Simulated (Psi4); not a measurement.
# C2HF2 (SMILES [CH]=C(F)F) at UMP2/aug-cc-pVDZ

Aim: the vertical ionisation energy of C2HF2 at UMP2/aug-cc-pVDZ, from 2 runs. 

The results are computed with Psi4 1.11.

2 further runs of the same task are left out: 2 that didn't finish.

## (1) Starting point

C2HF2 has 5 atoms, charge 0, and is taken as a doublet. SMILES: `[CH]=C(F)F`. The shape is that of a PBE0-D4/def2-TZVP optimisation.

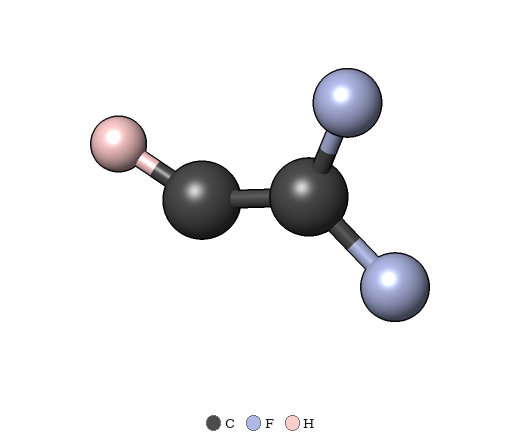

The structure, seen from a chosen angle (carbon dark grey, fluorine light blue, hydrogen pink).

## (2) The energy at UMP2/aug-cc-pVDZ

The input, input.in:

```
memory 1.6 GB

molecule mol {
  0 2
  C     -0.028200     0.912700    -0.014900
  C      0.163600    -0.366100     0.124600
  F      1.043800    -0.911700     0.932500
  F     -0.492600    -1.313200    -0.520300
  H     -0.636600     1.604500    -0.563400
  units angstrom
  symmetry c1
}

set {
  reference uhf
  puream true
  e_convergence 1e-09
  d_convergence 1e-08
  scf_type pk
  num_frozen_docc 4
  mp2_type conv
  maxiter 200
}

energy("mp2/aug-cc-pVDZ")
```

Run with:

```console
$ psi4 -n 1 input.in input.out
```

input.out, cut to the lines that bear on the results:

```text
[...]
  Running in c1 symmetry.
[...]
  Nuclear repulsion =  109.976039922827638
[...]
  Multiplicity = 2
[...]
  Nalpha       = 16
  Nbeta        = 15
[...]
    Number of basis functions: 101
[...]
   @UHF iter   1:  -275.04449919986132   -7.12233e-01   3.72011e-03 ADIIS/DIIS
[...]
   @UHF iter  17:  -275.12349235094007   -1.13687e-11   6.07232e-09 DIIS
[...]
   @S^2 Observed:                9.024297220E-01
[...]
    Orbital Energies [Eh]
    ---------------------
    Alpha Occupied:
       1A    -26.361169     2A    -26.360849     3A    -11.430370
       4A    -11.292954     5A     -1.713266     6A     -1.648607
       7A     -1.096918     8A     -0.892530     9A     -0.813290
      10A     -0.765953    11A     -0.755713    12A     -0.684284
      13A     -0.672205    14A     -0.665200    15A     -0.475777
      16A     -0.431992
    Alpha Virtual:
      17A      0.034653    18A      0.075100    19A      0.096568
      20A      0.104340    21A      0.119003    22A      0.120476
      23A      0.126691    24A      0.156823    25A      0.206752
[...]
  @UHF Final Energy:  -275.12349235094007
   => Energetics <=
    Nuclear Repulsion Energy =            109.9760399228276384
    One-Electron Energy =                -598.7030373997158677
    Two-Electron Energy =                 213.6035051259481747
    Total Energy =                       -275.1234923509400687
  UHF NO Occupations:
  HONO-2 :   14  A 1.9962440
  HONO-1 :   15  A 1.9268401
[...]
 Multipole Moments:
 ------------------------------------------------------------------------------------
     Multipole            Electronic (a.u.)      Nuclear  (a.u.)        Total (a.u.)
 ------------------------------------------------------------------------------------
 L = 1.  Multiply by 2.5417464519 to convert [e a0] to [Debye]
 Dipole X            :          0.7019268           -0.9441848           -0.2422579
 Dipole Y            :         -2.5198052            3.0893831            0.5695778
 Dipole Z            :          0.5786042           -0.7877571           -0.2091529
 Magnitude           :                                                    0.6533397
[...]
	SCS-MP2 Total Energy (a.u.)        :  -275.72838245667845
	SOS-MP2 Total Energy (a.u.)        :  -275.67113897706173
	SCSN-MP2 Total Energy (a.u.)       :  -275.42573792331632
[...]
	SOS-PI-MP2 Total Energy (a.u.)     :  -275.76241341474866
[...]
	MP2 Total Energy (a.u.)            :  -275.75159497822489
[...]
```

Run time: 12 s. Hardware: 1 thread of Intel Xeon Platinum 8375C at 2.90GHz (Ice Lake), shared host; peak memory 0.62 GiB.

## (3) The singlet cation

The input, c2hf2_ase.py:

```python
import numpy as np
from ase.calculators.psi4 import Psi4
from ase import Atoms

atoms = Atoms(['C', 'C', 'F', 'F', 'H'], positions=[
    [-0.028200, 0.912700, -0.014900],
    [0.163600, -0.366100, 0.124600],
    [1.043800, -0.911700, 0.932500],
    [-0.492600, -1.313200, -0.520300],
    [-0.636600, 1.604500, -0.563400],
])
calc = Psi4(atoms=atoms, method='mp2', basis='aug-cc-pVDZ', memory='1600MB', num_threads=1, charge=1, multiplicity=1, label='calc')
calc.psi4.set_options({'puream': True, 'e_convergence': 1e-09, 'd_convergence': 1e-08, 'scf_type': 'pk', 'num_frozen_docc': 4, 'mp2_type': 'conv'})
atoms.calc = calc

print(f'energy: {atoms.get_potential_energy():.6f} eV')
```

Run with:

```console
$ python c2hf2_ase.py
```

calc.dat, cut to the lines that bear on the results:

```text
[...]
  Running in c1 symmetry.
[...]
  Nuclear repulsion =  109.976039922827638
[...]
  Multiplicity = 1
[...]
  Nalpha       = 15
  Nbeta        = 15
[...]
    Number of basis functions: 101
[...]
   @RHF iter   1:  -274.63801323934672   -3.05747e-01   3.86831e-03 DIIS/ADIIS
[...]
   @RHF iter  13:  -274.72109618798555   -2.78533e-12   3.54799e-09 DIIS
[...]
    Orbital Energies [Eh]
    ---------------------
    Doubly Occupied:
       1A    -26.649312     2A    -26.635751     3A    -11.780946
       4A    -11.694574     5A     -1.987097     6A     -1.917946
       7A     -1.408433     8A     -1.161930     9A     -1.081888
      10A     -1.056359    11A     -1.037260    12A     -0.952595
      13A     -0.952294    14A     -0.932278    15A     -0.745032
[...]
  @RHF Final Energy:  -274.72109618798555
   => Energetics <=
    Nuclear Repulsion Energy =            109.9760399228276384
    One-Electron Energy =                -589.4068856568128467
    Two-Electron Energy =                 204.7097495459996708
    Total Energy =                       -274.7210961879855518
[...]
 Multipole Moments:
 ------------------------------------------------------------------------------------
     Multipole            Electronic (a.u.)      Nuclear  (a.u.)        Total (a.u.)
 ------------------------------------------------------------------------------------
 L = 1.  Multiply by 2.5417464519 to convert [e a0] to [Debye]
 Dipole X            :          0.5123089           -0.9441848           -0.4318759
 Dipole Y            :         -0.7503258            3.0893831            2.3390573
 Dipole Z            :          0.4565699           -0.7877571           -0.3311872
 Magnitude           :                                                    2.4015392
[...]
	SCS-MP2 Total Energy (a.u.)        :  -275.32628307957924
	SOS-MP2 Total Energy (a.u.)        :  -275.27169116205442
	SCSN-MP2 Total Energy (a.u.)       :  -275.00934151251653
[...]
	SOS-PI-MP2 Total Energy (a.u.)     :  -275.36345699106590
[...]
	MP2 Total Energy (a.u.)            :  -275.34370108561740
[...]
```

On the terminal:

```text
Memory set to   1.490 GiB by Python driver.
  Threads set to 1 by Python driver.

  Memory set to   1.490 GiB by Python driver.
  Threads set to 1 by Python driver.
energy: -7492.483740 eV
```

Run time: 12 s. Hardware: 1 thread of Intel Xeon Platinum 8375C at 2.90GHz (Ice Lake), shared host; peak memory 0.62 GiB.

## (4) Results

Level: UMP2/aug-cc-pVDZ, 4 core orbitals frozen.

| quantity | value |
| --- | --- |
| doublet C2HF2: total energy | -275.75159 Eh |
| doublet C2HF2: HOMO energy (Hartree–Fock orbitals) (highest over α and β) | -10.92 eV |
| doublet C2HF2: LUMO energy (Hartree–Fock orbitals) (lowest over α and β) | 0.94 eV |
| doublet C2HF2: correlation energy (4 core orbitals frozen) | -628.1 mEh |
| doublet C2HF2: ⟨S²⟩ of the reference determinant | 0.902 |
| singlet cation: total energy | -275.34370 Eh |
| singlet cation: HOMO energy (Hartree–Fock orbitals) | -20.27 eV |
| singlet cation: LUMO energy (Hartree–Fock orbitals) | -9.06 eV |
| singlet cation: HOMO–LUMO gap (Hartree–Fock orbitals) | 11.21 eV |
| singlet cation: correlation energy (4 core orbitals frozen) | -622.6 mEh |
| vertical ionisation energy (to the singlet cation) | 11.099 eV |

**Reading.** The vertical ionisation energy comes to 11.10 eV (1071 kJ/mol). Only the singlet of the ionised species was computed; a triplet could lie lower. ⟨S²⟩ (doublet C2HF2) is 0.90 where a pure doublet has 0.75: the reference is spin-contaminated.
